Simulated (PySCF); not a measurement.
C3H10O2Si2, SMILES CO[SiH2][SiH2]C(C)=O at its GFN2-xTB optimised geometry (Å):

```
17

C      2.6868    -2.4481    -0.0030
O      1.8411    -1.3418     0.0000
Si     0.2107    -1.3418     0.0000
Si    -0.1088     0.9297     0.0000
C     -2.0229     1.1099    -0.0103
C     -2.6304     2.4816    -0.0836
O     -2.7019     0.1049     0.0452
H      2.5058    -3.0773     0.8714
H      2.5323    -3.0504    -0.9012
H      3.7172    -2.0916     0.0178
H     -0.2859    -2.0901     1.1667
H     -0.2883    -2.0831    -1.1709
H      0.3395     1.7160     1.1641
H      0.3632     1.7292    -1.1456
H     -2.2535     3.0773     0.7440
H     -3.7172     2.4418    -0.0511
H     -2.3049     2.9554    -1.0067
```

Calculation: PBE/def2-SVP run with PySCF 2.14.0. Cells within 0.4 Å of a nucleus heavier than hydrogen are left out (blank, or x).

Map of the HOMO amplitude (bohr^(-3/2)), clipped to [-0.25, 0.25] on the plane z = 0.0 Å; orbital energy -5.16 eV, overall sign arbitrary:

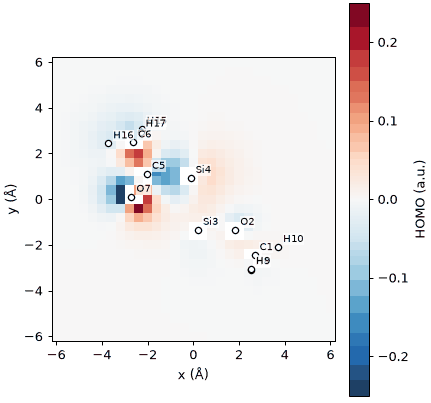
Figure: HOMO amplitude (bohr^(-3/2)), clipped to [-0.25, 0.25] on the plane z = 0.0 Å.
